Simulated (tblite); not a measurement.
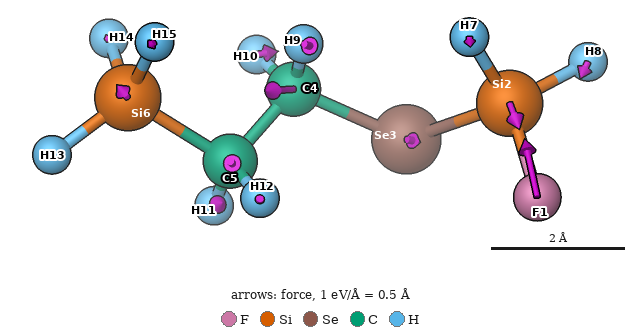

Starting geometry of C$_{2}$H$_{9}$FSeSi$_{2}$ with the computed forces as purple arrows. A ball-and-stick model, seen at a tilt.

These are results of tblite 0.8.0, GFN2-xTB geometry optimisation, gas phase, not measurements. 

> Is this structure relaxed? If not, where do the atoms go?

It isn't relaxed: the largest force vector, on F1, is 2.07 eV/Å. The final displacements have little in common with the starting forces (cosine between the two patterns 0.15). The energy falls by 50.9 kJ/mol in 117 geometry steps. F1 moves most after the best rigid fit: 1.10 Å. By element the largest moves are F 1.10 Å, H 1.02 Å, Se 0.71 Å, C 0.42 Å, Si 0.38 Å. Near-neighbour distances that change, for instance: F1–Si2 1.698 → 1.611 Å, Se3–C4 1.946 → 1.997 Å, Si2–H8 1.478 → 1.447 Å, C4–C5 1.539 → 1.509 Å. Bond angles that change, for instance: H7–Si2–H8 107.6° → 117.8°, Se3–C4–H10 114.7° → 104.5°, Si2–Se3–C4 107.3° → 98.6°. Groups turn about Se3–C4 by about 40°, Si2–Se3 by about 30°. Cost: 1.4 s on 1 thread of Arm Neoverse N1 (shared host).
